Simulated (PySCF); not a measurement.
CH₈NOSSi₃ (SMILES [H]/N=[C]/[SiH2]S[SiH2]O[SiH3]) (doublet)

```xyz
15

N     3.2645    1.6012   -0.2472
C     2.6942    1.0113   -1.1515
Si    2.0866   -0.6728   -1.5903
S    -0.0474   -0.4511   -1.3071
Si   -0.2456   -0.4019    0.8154
O    -1.7906   -0.1237    1.1546
Si   -3.3851    0.0026    0.8593
H     3.4141    2.6042   -0.2252
H     2.4795   -1.8980   -0.8915
H     2.2598   -0.7843   -3.0310
H     0.5110    0.7150    1.3582
H     0.1007   -1.7038    1.3661
H    -3.6087    0.0094   -0.5815
H    -3.9799   -1.1637    1.5081
H    -3.7576    1.2635    1.4956
```

Geometry: GFN2-xTB.

All numbers below come from UKS B3LYP, pcH-1 on C H N O S Si, non-relativistic, mean-field spin-orbit, GIAO (PySCF 2.14.0, density-fitted response routines).

Predict the electron density, electron localisation function and spin density between the atoms.

Si–O (1.61 Å): ρ is about 1.2 e/Å³ halfway; the ELF peaks at about 0.85 between the atoms (a polar covalent bond).
Si–S (2.13 Å): ρ at the midpoint is about 0.88 e/Å³; the ELF peaks at about 0.90 between the atoms; a shared electron pair.
Si–H (1.46 Å): the density is about 0.84 e/Å³ at the midpoint; the ELF climbs to about 1 towards the hydrogen, as it does in any bond to H.
The unpaired spin (1 electron) lies mostly on C2 (about 0.5), N1 (about 0.3) and Si3 (about 0.1), in electrons by Hirshfeld's partition.

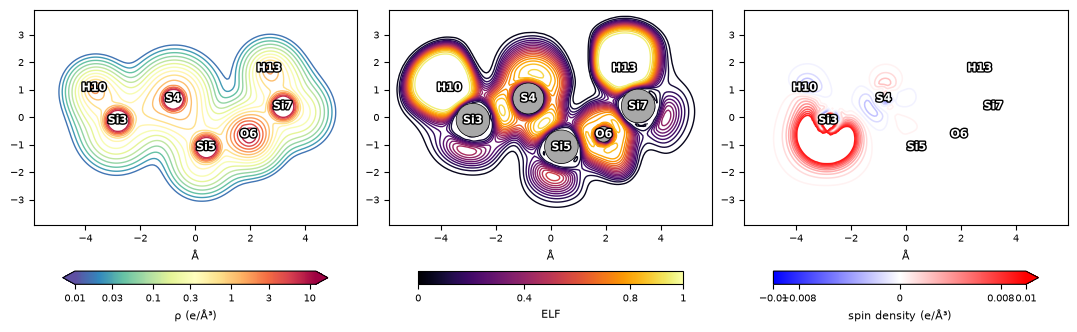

Computed electron density, electron localisation function and spin density on the plane of atoms S4, Si3 and H10, in this order. Grey discs cover the atomic cores in the ELF map. 
